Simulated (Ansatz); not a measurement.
# CH4Si (triplet): one geometry, many settings at distance C1–H5 along a hydrogen transfer = 1.298 Å

What do other methods and options give for CH4Si (triplet) at this geometry, and how long do they take?

Method: the settings change from run to run; program: Ansatz 0.2.0, Gaussian basis.

2 further runs of the same task are left out: 2 that didn't finish.

## 1. What is computed

The geometry derives from fragments relaxed apart (PBE0/def2-TZVP) and kept rigid, so it is no stationary point. A hydrogen atom is moved between rigid fragments.

6 atoms, charge 0, spin multiplicity 3.

Atoms are counted from 1 here; the program's logs count them from 0.

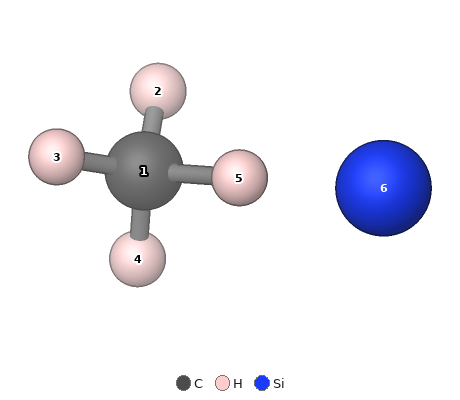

The structure; carbon dark grey, hydrogen pink, silicon blue; atoms are numbered from 1 in the order of the file.

Coordinates:

| atom | x (Å) | y (Å) | z (Å) |
| --- | --- | --- | --- |
| C1 | -2.07897 | 0.00000 | 0.00000 |
| H2 | -2.44218 | 1.02730 | 0.00000 |
| H3 | -2.44218 | -0.51365 | 0.88967 |
| H4 | -2.44218 | -0.51365 | -0.88967 |
| H5 | -0.78097 | 0.00000 | 0.00000 |
| Si6 | 1.18003 | 0.00000 | 0.00000 |

## 2. BCCD(T) on ROHF/cc-pVDZ

Contents of in.yaml:

```yaml
crystal:
  periodic: [false, false, false]
  atoms:
    - {symbol: C, position_ang: [-2.078969, 0.000000, 0.000000]}
    - {symbol: H, position_ang: [-2.442175, 1.027301, 0.000000]}
    - {symbol: H, position_ang: [-2.442175, -0.513650, 0.889668]}
    - {symbol: H, position_ang: [-2.442175, -0.513650, -0.889669]}
    - {symbol: H, position_ang: [-0.780969, 0.000000, 0.000000]}
    - {symbol: Si, position_ang: [1.180031, 0.000000, 0.000000]}
basis:
  gaussian: {orbitals: cc-pVDZ}
magnetization: {spin_polarized: false, initial_magnetization: 2}
correlation: {method: bccd_t, electrons: valence}
```

Command:

```bash
$ ansatz run in.yaml --threads 1 --pin off --events-out ev --progress --plain --max-ram 2393MiB
```

The program printed, cut to the lines that bear on the results:

```text
Functional definition: HF
  name "HF"
  cite "Fock, Z. Phys. 61, 126 (1930) doi:10.1007/BF01340294"
  parent pbe
[...]
489 factors; integrals over basis functions are off by at most 1.4e-3 eV
[...]
mean field -8952.98450023 eV, -329.0161118324 hartree, gradient 2.5e-6 eV, S^2 2.000000; 9 other end points of the search recorded, 0 dependent functions left out
[...]
determinant -8952.98450023 eV, -329.0161118324 hartree, with singles and doubles -8960.08142133 eV, -329.2769188725 hartree
determinant -8952.42860119 eV, -328.9956829196 hartree, with singles and doubles -8959.61689106 eV, -329.2598476999 hartree
determinant -8952.98450023 eV, -329.0161118324 hartree, with singles and doubles -8960.08118760 eV, -329.2769102832 hartree
determinant -8952.42860119 eV, -328.9956829196 hartree, with singles and doubles -8959.61656576 eV, -329.2598357456 hartree
[...]
6 core orbitals not correlated: weight in the atoms' cores, before any rotation towards them, 1.000 or more for the frozen orbitals, at most 0.000 for the correlated occupied ones
reference -8952.98450023 eV, -329.0161118324 hartree; 7, 5 occupied and 39, 41 virtual orbitals, 489 factors
second order -5.89011179 eV of doubles, -0.06732868 eV of singles
cycle   1  -7.09475474 eV  change    1.9e-3 eV  update   3.5e-3
[...]
cycle   8  -7.09246172 eV  change   -1.3e-6 eV  update   9.3e-6
perturbative correction -0.17840397 eV, -0.0065562250 hartree
Total energy: -8960.25536591 eV, -329.2833112180 hartree
```

Run time: 5.5 s. Hardware: 1 thread of Arm Neoverse V2, shared host.

From the report: correlation -7.2709 eV; largest double amplitude 0.07.

## 3. CCSD on UHF/cc-pVDZ

in.yaml, as its differences from that of step 2:

```diff
@@ -11,3 +11,3 @@
   gaussian: {orbitals: cc-pVDZ}
-magnetization: {spin_polarized: false, initial_magnetization: 2}
-correlation: {method: bccd_t, electrons: valence}
+magnetization: {spin_polarized: true, initial_magnetization: 2}
+correlation: {method: ccsd, electrons: all}
```

Same command.

The program printed, cut to the lines that bear on the results:

```text
Functional definition: HF
  name "HF"
  cite "Fock, Z. Phys. 61, 126 (1930) doi:10.1007/BF01340294"
  parent pbe
[...]
489 factors; integrals over basis functions are off by at most 1.4e-3 eV
[...]
mean field -8953.10124117 eV, -329.0204019831 hartree, gradient 4.7e-6 eV, S^2 2.018263; 10 other end points of the search recorded, 0 dependent functions left out
determinant -8953.10124117 eV, -329.0204019831 hartree, with singles and doubles -8960.29495973 eV, -329.2847662641 hartree
determinant -8952.57862702 eV, -329.0011962672 hartree, with singles and doubles -8959.83176944 eV, -329.2677443347 hartree
determinant -8953.10124117 eV, -329.0204019831 hartree, with singles and doubles -8960.29482218 eV, -329.2847612090 hartree
determinant -8952.57862702 eV, -329.0011962672 hartree, with singles and doubles -8959.83156172 eV, -329.2677367014 hartree
reference -8953.10124117 eV, -329.0204019831 hartree; 13, 11 occupied and 39, 41 virtual orbitals, 489 factors
second order -6.07012280 eV of doubles, -0.00000000 eV of singles
cycle   1  -7.19357664 eV  change    4.4e-6 eV  update   1.9e-6
Total energy: -8960.29481781 eV, -329.2847610486 hartree
```

Wall time 12 s (1 thread of Arm Neoverse V2, shared host).

From the report: ⟨S²⟩ of the determinant 2.018 (pure triplet: 2.00); correlation -7.1936 eV; T1 0.008; largest double amplitude 0.07.

## 4. BCCD(T)/cc-pVDZ

in.yaml, as its differences from that of step 3:

```diff
@@ -12,2 +12,4 @@
 magnetization: {spin_polarized: true, initial_magnetization: 2}
-correlation: {method: ccsd, electrons: all}
+hamiltonian: {xc: {name: r2SCAN}}
+correlation: {method: bccd_t, electrons: valence}
+accuracy: high
```

Same command.

The program printed, cut to the lines that bear on the results:

```text
Functional definition: r2SCAN
  name "r2SCAN"
  cite "Furness, Kaplan, Ning, Perdew & Sun, J. Phys. Chem. Lett. 11, 8208 (2020) doi:10.1021/acs.jpclett.0c02405"
  cite "Furness, Kaplan, Ning, Perdew & Sun, J. Phys. Chem. Lett. 11, 9248 (2020) doi:10.1021/acs.jpclett.0c03077"
  parent r2scan
[...]
1152 factors; integrals over basis functions are off by at most 3.4e-9 eV
[...]
mean field -8974.57215944 eV, -329.8094436760 hartree, gradient 7.0e-8 eV, S^2 2.010265; 6 other end points of the search recorded, 0 dependent functions left out
6 core orbitals not correlated: weight in the atoms' cores, before any rotation towards them, 1.000 or more for the frozen orbitals, at most 0.000 for the correlated occupied ones
reference -8952.79389488 eV, -329.0091072152 hartree; 7, 5 occupied and 39, 41 virtual orbitals, 1152 factors
second order -6.05029800 eV of doubles, -0.20149714 eV of singles
cycle   1  -6.92925147 eV  change   -6.8e-1 eV  update   7.0e-2
[...]
cycle  28  -7.24044087 eV  change   1.6e-10 eV  update   1.2e-9
perturbative correction -0.17841292 eV, -0.0065565540 hartree
Total energy: -8960.21274867 eV, -329.2817450633 hartree
```

Wall time 28 s (1 thread of Arm Neoverse V2, shared host); peak memory 0.28 GiB.

From the report: ⟨S²⟩ of the determinant 2.010 (pure triplet: 2.00); correlation -7.4189 eV; largest double amplitude 0.07.

## 5. CCSD/cc-pVDZ

in.yaml, as its differences from that of step 4:

```diff
@@ -12,4 +12,5 @@
 magnetization: {spin_polarized: true, initial_magnetization: 2}
-hamiltonian: {xc: {name: r2SCAN}}
-correlation: {method: bccd_t, electrons: valence}
+hamiltonian: {xc: {name: PBE0}}
+correlation: {method: ccsd, electrons: all}
 accuracy: high
+output: {forces: true}
```

Same command.

The program printed, cut to the lines that bear on the results:

```text
Functional definition: PBE0
  name "PBE0"
  cite "Adamo & Barone, J. Chem. Phys. 110, 6158 (1999) doi:10.1063/1.478522"
  cite "Perdew, Burke & Ernzerhof, Phys. Rev. Lett. 77, 3865 (1996) doi:10.1103/PhysRevLett.77.3865"
  parent pbe
[...]
1152 factors; integrals over basis functions are off by at most 3.4e-9 eV
[...]
mean field -8971.35789622 eV, -329.6913216812 hartree, gradient 8.5e-8 eV, S^2 2.006702; 7 other end points of the search recorded, 0 dependent functions left out
reference -8952.87190848 eV, -329.0119741622 hartree; 13, 11 occupied and 39, 41 virtual orbitals, 1152 factors
second order -6.26444871 eV of doubles, -0.18713451 eV of singles
cycle   1  -7.10466799 eV  change   -6.6e-1 eV  update   6.8e-2
[...]
cycle  26  -7.40873734 eV  change  -1.3e-10 eV  update   2.9e-9
[...]
Total energy: -8960.28064583 eV, -329.2842402377 hartree
Atom 0 at    -2.078969     0.000000     0.000000 Å, force     2.974199     0.000017    -0.000000 eV/Å
Atom 1 at    -2.442175     1.027301     0.000000 Å, force     0.195335     0.470934     0.000000 eV/Å
Atom 2 at    -2.442175    -0.513650     0.889668 Å, force     0.195329    -0.235475     0.407853 eV/Å
Atom 3 at    -2.442175    -0.513650    -0.889669 Å, force     0.195329    -0.235475    -0.407853 eV/Å
Atom 4 at    -0.780969     0.000000     0.000000 Å, force    -4.012688    -0.000000     0.000000 eV/Å
Atom 5 at     1.180031     0.000000     0.000000 Å, force     0.452495    -0.000000    -0.000000 eV/Å
Dipole moment:    -0.326763     0.000000    -0.000000 e Å
```

Run time: 51 s. Hardware: 1 thread of Arm Neoverse V2, shared host; peak memory 0.44 GiB.

From the report: ⟨S²⟩ of the determinant 2.007 (pure triplet: 2.00); correlation -7.4087 eV; T1 0.008; largest double amplitude 0.07. The orbitals are Kohn-Sham ones, so correlation energy and T1 don't compare with those on Hartree-Fock orbitals.

## 6. The runs in one table

Where basis and cores are those of an earlier UCCSDT(Q)/cc-pVDZ run (-8960.2891 eV), and the state is the same kind, the miss against it is given.

| level | correlated | functions | energy (eV) | from UCCSDT(Q) (meV) | time |
| --- | --- | --- | --- | --- | --- |
| BCCD(T) on ROHF/cc-pVDZ | valence | 52 | -8960.2554 | 33.8 | 5.5 s |
| CCSD on UHF/cc-pVDZ | all | 52 | -8960.2948 |  | 12 s |
| BCCD(T)/cc-pVDZ (on r2SCAN orbitals) | valence | 52 | -8960.2127 | 76.4 | 28 s |
| CCSD/cc-pVDZ (on PBE0 orbitals) | all | 52 | -8960.2806 |  | 51 s |

## 7. Outcome

```
quantity                                  value
    runs                                      4
quickest         BCCD(T) on ROHF/cc-pVDZ, 5.5 s
 slowest  CCSD/cc-pVDZ (on PBE0 orbitals), 51 s
```

What this shows: Total energies in different bases, with other cores or another treatment of relativity can't be set against each other. CCSD/cc-pVDZ (on PBE0 orbitals) took 9 times as long as BCCD(T) on ROHF/cc-pVDZ; the jobs differ in more than the method. Among the correlated runs with a miss given, it spans +34 to +76 meV. Cores frozen from Kohn-Sham orbitals shift the total energy.
